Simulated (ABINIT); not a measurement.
**LiH (Fm-3m): G0W0 in ABINIT against the wavefunction cutoff in GW**

Wanted: the cheapest wavefunction cutoff in GW that holds the gap of LiH (Fm-3m).

Program: ABINIT 10.8.3. Level of theory: PBE and many-body steps on it, plane waves. Results are calculated unless marked as measured.

The database entry behind the starting cell differs from later determinations by our own check (the deuteride, about 0.2 % short), so it need not match the best structure at ambient conditions.

**1. Starting point**

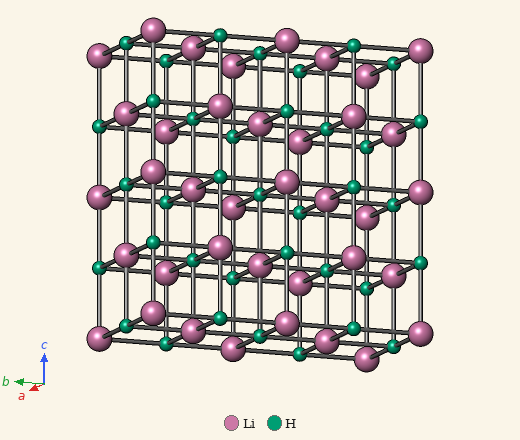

The cell as given, from a free direction (lithium pink, hydrogen teal). 1×2×2 cells are drawn. This picture shows the conventional cell, with its axes. Some periodic images of atoms are drawn too.

Coordinates:

```cif
data_structure
_symmetry_space_group_name_H-M 'P 1'
_symmetry_Int_Tables_number 1
_cell_length_a 2.8804
_cell_length_b 2.8804
_cell_length_c 2.8804
_cell_angle_alpha 60.000
_cell_angle_beta 60.000
_cell_angle_gamma 60.000
_cell_volume 16.90
loop_
_atom_site_label
_atom_site_type_symbol
_atom_site_fract_x
_atom_site_fract_y
_atom_site_fract_z
_atom_site_occupancy
Li1 Li 0.00000 0.00000 0.00000 1
H2 H 0.50000 0.50000 0.50000 1
```

The cell and positions come from the Crystallography Open Database and are kept as given unless a step says otherwise.

**2. Screening, 8×8×8 mesh, 79 bands, screening to 261.2 eV**

This step: ABINIT 10.8.3; RPA screening on PBE, plane waves, norm-conserving pseudopotentials.

The RPA dielectric matrix is built and inverted for each q.

Contents of run.abi:

```
acell 3*1.0 Angstrom
rprim 
  -0.000000000000 2.036750000000 2.036750000000
  2.036750000000 -0.000000000000 2.036750000000
  2.036750000000 2.036750000000 -0.000000000000
ntypat 2
znucl 3 1
natom 2
typat 1 2
xred 
  0.000000000000 0.000000000000 0.000000000000
  0.500000000000 0.500000000000 0.500000000000
pp_dirpath "pseudos"
pseudos "Li.upf, H.upf"
ecut 33
ngkpt 8 8 8
nshiftk 1
shiftk 0 0 0
kptopt 1
chksymbreak 0
istwfk *1
occopt 1
irdwfk 1
optdriver 3
nband 79
ecuteps 9.6
inclvkb 2
awtr 1
symchi 1
ecutwfn 9.9
indata_prefix "in"
outdata_prefix "out"
tmpdata_prefix "tmp"
```

Started as:

```bash
$ OMP_NUM_THREADS=1 mpirun -n 4 abinit run.abi > log
```

Log:

```text
.Version 10.8.3 of ABINIT. v10.8.2 released Aug 2026.

 Symmetries : space group Fm -3 m (#225); Bravais cF (face-center cubic)
[... echo of the input left out ...]
== DATASET  1 ==================================================================
-   mpi_nproc: 4, omp_nthreads: 1 (-1 if OMP is not activated)

--- !DatasetInfo
iteration_state: {dtset: 1, }
dimensions: {natom: 2, nkpt: 29, mband: 79, nsppol: 1, nspinor: 1, nspden: 1, mpw: 176, }
cutoff_energies: {ecut:   9.9, pawecutdg:  -1.0, }
electrons: {nelect:   4.00000000E+00, charge:   0.00000000E+00, occopt:   1.00000000E+00, tsmear:   1.00000000E-02, }

 SCREENING: Calculation of the susceptibility and dielectric matrices

 Based on a program developped by R.W. Godby, V. Olevano, G. Onida, and L. Reining.
 Incorporated in ABINIT by V. Olevano, G.-M. Rignanese, and M. Torrent.
.Using double precision arithmetic ; gwpc =  8

[... cell and pseudopotentials left out ...]
--------------------------------------------------------------------------------

 ==== K-mesh for the wavefunctions ====
 Number of points in the irreducible wedge :    29
[... list of points left out ...]
 Together with 48 symmetry operations and time-reversal symmetry
 yields   512 points in the full Brillouin Zone.

 ==== Q-mesh for the screening function ====
 Number of points in the irreducible wedge :    29
[... list of points left out ...]
 Together with 48 symmetry operations and time-reversal symmetry
 yields   512 points in the full Brillouin Zone.

 setmesh: FFT mesh size selected  =    15x   15x   15
          total number of points  =         3375

 vcoul_init : cutoff-mode = AUXILIARY_FUNCTION
 q-points for optical limit:   1
     1)      0.000010    0.000020    0.000030

- screening: taking advantage of time-reversal symmetry
- Maximum band index for partially occupied states nbvw = 2
- Remaining bands to be divided among processors   nbcw = 77
- Number of bands treated by each node ~19

 Number of electrons calculated from density =    3.9501; Expected =    4.0000
 average of density, n =  0.034640
 r_s =    1.9030
 omega_plasma =   17.9532 [eV]

 calculating chi0 at frequencies [eV] :
  1    0.000000E+00    0.000000E+00
  2    0.000000E+00    1.795320E+01

--------------------------------------------------------------------------------
  q-point number  1        q = ( 0.000000, 0.000000, 0.000000) [r.l.u.]
--------------------------------------------------------------------------------
[... chi0 elements left out ...]
 For q-point:  0.000010 0.000020 0.000030
  dielectric constant =   4.0039
  dielectric constant without local fields =   4.3987

  Average fulfillment of the sum rule on Im[epsilon] for q-point    1 :     89.81  [%]
[... wings left out ...]
  q-point number  2        q = ( 0.125000, 0.000000, 0.000000) [r.l.u.]
--------------------------------------------------------------------------------
[... chi0 elements left out ...]
  Average fulfillment of the sum rule on Im[epsilon] for q-point    2 :    133.00  [%]

 [... 27 further q-points ...]
```

Run time: 21 s. Hardware: 4 MPI ranks of AMD EPYC 7R43, shared host; peak memory 0.49 GiB.

This step gave:

| Item | Value |
| --- | --- |
| ε∞ with local fields, on this mesh, along the program's q direction | 4.004 |
| the same without local fields | 4.399 |
| plasma frequency | 17.95 eV |
| plane waves in the screening matrix | 169 |

Local fields lower ε∞ by 9 %.

**3. 9.9 Ha**

This step: G0W0 on PBE, plane waves, norm-conserving pseudopotentials.

Changes to run.abi since step 2:

```diff
@@ -23,8 +23,17 @@
 irdwfk 1
-optdriver 3
+optdriver 4
 nband 79
+gwcalctyp 0
+ecutsigx 9.9
+symsigma 1
+nkptgw 2
+kptgw 
+  0.5000000000 0.5000000000 0.0000000000
+  0.0000000000 0.0000000000 0.0000000000
+bdgw 
+  1 5
+  1 6
 ecuteps 9.6
-inclvkb 2
-awtr 1
-symchi 1
+irdscr 1
+ppmodel 1
 ecutwfn 9.9
```

Log:

```text
.Version 10.8.3 of ABINIT. v10.8.2 released Aug 2026.

 Symmetries : space group Fm -3 m (#225); Bravais cF (face-center cubic)
[... echo of the input left out ...]
== DATASET  1 ==================================================================
-   mpi_nproc: 4, omp_nthreads: 1 (-1 if OMP is not activated)

--- !DatasetInfo
iteration_state: {dtset: 1, }
dimensions: {natom: 2, nkpt: 29, mband: 79, nsppol: 1, nspinor: 1, nspden: 1, mpw: 176, }
cutoff_energies: {ecut:   9.9, pawecutdg:  -1.0, }
electrons: {nelect:   4.00000000E+00, charge:   0.00000000E+00, occopt:   1.00000000E+00, tsmear:   1.00000000E-02, }

 SIGMA: Calculation of the GW corrections

 Based on a program developped by R.W. Godby, V. Olevano, G. Onida, and L. Reining.
 Incorporated in ABINIT by V. Olevano, G.-M. Rignanese, and M. Torrent.
.Using double precision arithmetic ; gwpc =  8

[... cell and pseudopotentials left out ...]
--------------------------------------------------------------------------------

 ==== K-mesh for the wavefunctions ====
 Number of points in the irreducible wedge :    29
[... list of points left out ...]
 Together with 48 symmetry operations and time-reversal symmetry
 yields   512 points in the full Brillouin Zone.

 ==== Q-mesh for screening function ====
 Number of points in the irreducible wedge :    29
[... list of points left out ...]
 Together with 48 symmetry operations and time-reversal symmetry
 yields   512 points in the full Brillouin Zone.

 vcoul_init : cutoff-mode = AUXILIARY_FUNCTION
 q-points for optical limit:   1
     1)      0.000010    0.000020    0.000030
 setmesh: FFT mesh size selected  =    15x   15x   15
          total number of points  =         3375

 Number of electrons calculated from density =    3.9501; Expected =    4.0000
 average of density, n =  0.034640
 r_s =    1.9030
 omega_plasma =   17.9532 [eV]

 === KS Band Gaps ===
  >>>> For spin  1
   Minimum direct gap =   3.0221 [eV], located at k-point      :   0.5000  0.5000  0.0000
   Fundamental gap    =   3.0221 [eV], Top of valence bands at :   0.5000  0.5000  0.0000
                                       Bottom of conduction at :   0.5000  0.5000  0.0000
 SIGMA fundamental parameters:
 PLASMON POLE MODEL  1
 number of plane-waves for SigmaX                  169
 number of plane-waves for SigmaC and W            169
 number of plane-waves for wavefunctions           169
 number of bands                                    79
 number of independent spin polarizations            1
 number of spinorial components                      1
 number of k-points in IBZ                          29
 number of q-points in IBZ                          29
 number of symmetry operations                      48
 number of k-points in BZ                          512
 number of q-points in BZ                          512
 number of frequencies for dSigma/dE                 9
 frequency step for dSigma/dE [eV]                0.25
 number of omega for Sigma on real axis              0
 max omega for Sigma on real axis  [eV]           0.00
 zcut for avoiding poles [eV]                     0.10

 EPSILON^-1 parameters (SCR file):
 dimension of the eps^-1 matrix on file            169
 dimension of the eps^-1 matrix used               169
 number of plane-waves for wavefunctions           169
 number of bands                                    79
 number of q-points in IBZ                          29
 number of frequencies                               2
 number of real frequencies                          1
 number of imag frequencies                          1

 matrix elements of self-energy operator (all in [eV])

 Perturbative Calculation

--- !SelfEnergy_ee
iteration_state: {dtset: 1, }
kpoint     : [   0.500,    0.500,    0.000, ]
spin       : 1
KS_gap     :    3.022
QP_gap     :    5.006
Delta_QP_KS:    1.984
data: !SigmaeeData |
     Band     E0 <VxcDFT>   SigX SigC(E0)      Z dSigC/dE  Sig(E)    E-E0       E
        1 -44.599 -23.025 -34.352   4.532   0.791  -0.265 -28.397  -5.372 -49.971
        2  -0.348 -11.233 -14.443   1.440   0.773  -0.294 -12.601  -1.368  -1.716
        3   2.674  -7.745  -3.707  -3.279   0.812  -0.232  -7.129   0.616   3.290
        4  10.239  -8.346  -2.656  -4.492   0.780  -0.282  -7.411   0.935  11.174
        5  10.239  -8.346  -2.656  -4.492   0.780  -0.282  -7.411   0.935  11.174

--- !SelfEnergy_ee
iteration_state: {dtset: 1, }
kpoint     : [   0.000,    0.000,    0.000, ]
spin       : 1
KS_gap     :   20.729
QP_gap     :   22.864
Delta_QP_KS:    2.135
data: !SigmaeeData |
     Band     E0 <VxcDFT>   SigX SigC(E0)      Z dSigC/dE  Sig(E)    E-E0       E
        1 -44.649 -22.968 -34.391   4.559   0.796  -0.256 -28.434  -5.466 -50.115
        2  -5.602  -9.718 -15.323   3.378   0.714  -0.400 -11.308  -1.591  -7.193
        3  15.128 -11.418  -4.350  -6.244   0.660  -0.515 -10.874   0.544  15.672
        4  17.057  -9.111  -2.413  -5.310   0.708  -0.413  -8.129   0.983  18.040
        5  17.057  -9.111  -2.413  -5.310   0.708  -0.413  -8.129   0.983  18.040
        6  17.057  -9.111  -2.413  -5.310   0.708  -0.413  -8.129   0.983  18.040

== END DATASET(S) ==============================================================
================================================================================

 -outvars: echo values of variables after computation  --------
           etotal      0.0000000000E+00
            nband          79
             nkpt          29
          spgroup         225
 [... the other variables as echoed above ...]

 Calculation completed.
```

Wall time 14 s (4 MPI ranks); peak memory 0.63 GiB; 55 s of CPU time.

This step gave:

```
G0W0 gap on the points computed              : 5.006 eV
starting gap on the mesh                     : 3.022 eV
k of the valence top                         : 0.5, 0.5, 0
k of the conduction bottom                   : 0.5, 0.5, 0
Z at the valence top                         : 0.773
Z at the conduction bottom                   : 0.812
least direct G0W0 gap on the computed points : 5.006 eV
```

**4. Screening, 8×8×8 mesh, 79 bands, screening to 261.2 eV**

This step: RPA screening on PBE, plane waves, norm-conserving pseudopotentials.

Changes to run.abi since step 3:

```diff
@@ -23,18 +23,9 @@
 irdwfk 1
-optdriver 4
+optdriver 3
 nband 79
-gwcalctyp 0
-ecutsigx 9.9
-symsigma 1
-nkptgw 2
-kptgw 
-  0.5000000000 0.5000000000 0.0000000000
-  0.0000000000 0.0000000000 0.0000000000
-bdgw 
-  1 5
-  1 6
 ecuteps 9.6
-irdscr 1
-ppmodel 1
-ecutwfn 9.9
+inclvkb 2
+awtr 1
+symchi 1
+ecutwfn 16.5
 indata_prefix "in"
```

Log:

```text
.Version 10.8.3 of ABINIT. v10.8.2 released Aug 2026.

 Symmetries : space group Fm -3 m (#225); Bravais cF (face-center cubic)
[... echo of the input left out ...]
== DATASET  1 ==================================================================
-   mpi_nproc: 4, omp_nthreads: 1 (-1 if OMP is not activated)

--- !DatasetInfo
iteration_state: {dtset: 1, }
dimensions: {natom: 2, nkpt: 29, mband: 79, nsppol: 1, nspinor: 1, nspden: 1, mpw: 380, }
cutoff_energies: {ecut:  16.5, pawecutdg:  -1.0, }
electrons: {nelect:   4.00000000E+00, charge:   0.00000000E+00, occopt:   1.00000000E+00, tsmear:   1.00000000E-02, }

 SCREENING: Calculation of the susceptibility and dielectric matrices

 Based on a program developped by R.W. Godby, V. Olevano, G. Onida, and L. Reining.
 Incorporated in ABINIT by V. Olevano, G.-M. Rignanese, and M. Torrent.
.Using double precision arithmetic ; gwpc =  8

[... cell and pseudopotentials left out ...]
--------------------------------------------------------------------------------

 ==== K-mesh for the wavefunctions ====
 Number of points in the irreducible wedge :    29
[... list of points left out ...]
 Together with 48 symmetry operations and time-reversal symmetry
 yields   512 points in the full Brillouin Zone.

 ==== Q-mesh for the screening function ====
 Number of points in the irreducible wedge :    29
[... list of points left out ...]
 Together with 48 symmetry operations and time-reversal symmetry
 yields   512 points in the full Brillouin Zone.

 setmesh: FFT mesh size selected  =    18x   18x   18
          total number of points  =         5832

 vcoul_init : cutoff-mode = AUXILIARY_FUNCTION
 q-points for optical limit:   1
     1)      0.000010    0.000020    0.000030

- screening: taking advantage of time-reversal symmetry
- Maximum band index for partially occupied states nbvw = 2
- Remaining bands to be divided among processors   nbcw = 77
- Number of bands treated by each node ~19

 Number of electrons calculated from density =    3.9946; Expected =    4.0000
 average of density, n =  0.035029
 r_s =    1.8960
 omega_plasma =   18.0539 [eV]

 calculating chi0 at frequencies [eV] :
  1    0.000000E+00    0.000000E+00
  2    0.000000E+00    1.805386E+01

--------------------------------------------------------------------------------
  q-point number  1        q = ( 0.000000, 0.000000, 0.000000) [r.l.u.]
--------------------------------------------------------------------------------
[... chi0 elements left out ...]
 For q-point:  0.000010 0.000020 0.000030
  dielectric constant =   4.0076
  dielectric constant without local fields =   4.4029

  Average fulfillment of the sum rule on Im[epsilon] for q-point    1 :     89.41  [%]
[... wings left out ...]
  q-point number  2        q = ( 0.125000, 0.000000, 0.000000) [r.l.u.]
--------------------------------------------------------------------------------
[... chi0 elements left out ...]
  Average fulfillment of the sum rule on Im[epsilon] for q-point    2 :     98.53  [%]

 [... 27 further q-points ...]
```

Elapsed: 36 s, on 4 MPI ranks; peak memory 0.62 GiB; 2.4 min of CPU time.

Numbers from this step:

```
ε∞ with local fields, on this mesh, along the program's q direction : 4.008
the same without local fields                                       : 4.403
plasma frequency                                                    : 18.05 eV
plane waves in the screening matrix                                 : 169
```

**5. 16.5 Ha**

The self-energy is evaluated for the states that the input lists, and the levels follow from it, in one-shot runs by the linearised quasiparticle equation.

This step: G0W0 on PBE, plane waves, norm-conserving pseudopotentials.

Changes to run.abi since step 4:

```diff
@@ -23,8 +23,17 @@
 irdwfk 1
-optdriver 3
+optdriver 4
 nband 79
+gwcalctyp 0
+ecutsigx 16.5
+symsigma 1
+nkptgw 2
+kptgw 
+  0.5000000000 0.5000000000 0.0000000000
+  0.0000000000 0.0000000000 0.0000000000
+bdgw 
+  1 5
+  1 6
 ecuteps 9.6
-inclvkb 2
-awtr 1
-symchi 1
+irdscr 1
+ppmodel 1
 ecutwfn 16.5
```

Log:

```text
.Version 10.8.3 of ABINIT. v10.8.2 released Aug 2026.

 Symmetries : space group Fm -3 m (#225); Bravais cF (face-center cubic)
[... echo of the input left out ...]
== DATASET  1 ==================================================================
-   mpi_nproc: 4, omp_nthreads: 1 (-1 if OMP is not activated)

--- !DatasetInfo
iteration_state: {dtset: 1, }
dimensions: {natom: 2, nkpt: 29, mband: 79, nsppol: 1, nspinor: 1, nspden: 1, mpw: 380, }
cutoff_energies: {ecut:  16.5, pawecutdg:  -1.0, }
electrons: {nelect:   4.00000000E+00, charge:   0.00000000E+00, occopt:   1.00000000E+00, tsmear:   1.00000000E-02, }

 SIGMA: Calculation of the GW corrections

 Based on a program developped by R.W. Godby, V. Olevano, G. Onida, and L. Reining.
 Incorporated in ABINIT by V. Olevano, G.-M. Rignanese, and M. Torrent.
.Using double precision arithmetic ; gwpc =  8

[... cell and pseudopotentials left out ...]
--------------------------------------------------------------------------------

 ==== K-mesh for the wavefunctions ====
 Number of points in the irreducible wedge :    29
[... list of points left out ...]
 Together with 48 symmetry operations and time-reversal symmetry
 yields   512 points in the full Brillouin Zone.

 ==== Q-mesh for screening function ====
 Number of points in the irreducible wedge :    29
[... list of points left out ...]
 Together with 48 symmetry operations and time-reversal symmetry
 yields   512 points in the full Brillouin Zone.

 vcoul_init : cutoff-mode = AUXILIARY_FUNCTION
 q-points for optical limit:   1
     1)      0.000010    0.000020    0.000030
 setmesh: FFT mesh size selected  =    20x   20x   20
          total number of points  =         8000

 Number of electrons calculated from density =    3.9946; Expected =    4.0000
[...]
number of omega for Sigma on real axis              0
 max omega for Sigma on real axis  [eV]           0.00
 zcut for avoiding poles [eV]                     0.10

 EPSILON^-1 parameters (SCR file):
 dimension of the eps^-1 matrix on file            169
 dimension of the eps^-1 matrix used               169
 number of plane-waves for wavefunctions           339
 number of bands                                    79
 number of q-points in IBZ                          29
 number of frequencies                               2
 number of real frequencies                          1
 number of imag frequencies                          1

 matrix elements of self-energy operator (all in [eV])

 Perturbative Calculation

--- !SelfEnergy_ee
iteration_state: {dtset: 1, }
kpoint     : [   0.500,    0.500,    0.000, ]
spin       : 1
KS_gap     :    3.022
QP_gap     :    4.977
Delta_QP_KS:    1.955
data: !SigmaeeData |
     Band     E0 <VxcDFT>   SigX SigC(E0)      Z dSigC/dE  Sig(E)    E-E0       E
        1 -44.599 -25.218 -38.722   5.328   0.773  -0.294 -31.537  -6.318 -50.917
        2  -0.348 -11.297 -14.530   1.429   0.772  -0.295 -12.689  -1.392  -1.740
        3   2.674  -7.687  -3.709  -3.285   0.812  -0.232  -7.125   0.562   3.236
[...]
--- !SelfEnergy_ee
iteration_state: {dtset: 1, }
kpoint     : [   0.000,    0.000,    0.000, ]
spin       : 1
KS_gap     :   20.729
QP_gap     :   22.889
Delta_QP_KS:    2.159
data: !SigmaeeData |
     Band     E0 <VxcDFT>   SigX SigC(E0)      Z dSigC/dE  Sig(E)    E-E0       E
[...]
5  17.057  -9.034  -2.427  -5.387   0.719  -0.391  -8.158   0.877  17.933
        6  17.057  -9.034  -2.427  -5.387   0.719  -0.391  -8.158   0.877  17.933

== END DATASET(S) ==============================================================
================================================================================

 -outvars: echo values of variables after computation  --------
           etotal      0.0000000000E+00
            nband          79
             nkpt          29
          spgroup         225
 [... the other variables as echoed above ...]

 Calculation completed.
```

Elapsed: 15 s, on 4 MPI ranks; peak memory 0.77 GiB.

This step gave:

```yaml
g0w0_gap_on_the_points_computed: 4.976 eV
starting_gap_on_the_mesh: 3.022 eV
k_of_the_valence_top: 0.5, 0.5, 0
k_of_the_conduction_bottom: 0.5, 0.5, 0
z_at_the_valence_top: 0.772
z_at_the_conduction_bottom: 0.812
least_direct_g0w0_gap_on_the_computed_points: 4.976 eV
```

The gap on the mesh goes from 3.02 eV to 4.98 eV, a correction of +1.95 eV.

[end of part 1 of 2]

[Paths, hosts, dates, memory and timing lines, banners, echoed tables and standing remarks are left out of the program output.]

[Logs are printed without paths, hosts, clocks, repeated set-up lines and the standing remarks that a program may print on its own settings, such as how far it seeks lower states.]

[Runs of the session that timed out or met a known fault of the program may be left out.]

[Hosts, paths, dates, database ids (printed as entryN), source tags and the programs' standing remarks are cut or masked in the printed files.]

[G0W0 gaps are taken among the corrected bands and points alone; a level outside them can change the order at an edge.]

[Where Ansatz stands beside ABINIT at settings called matched, ABINIT's density can come from a denser mesh and the files from another edition; pairs whose starting gaps differed by over 0.03 eV were left out, so agreement reads better than it is.]
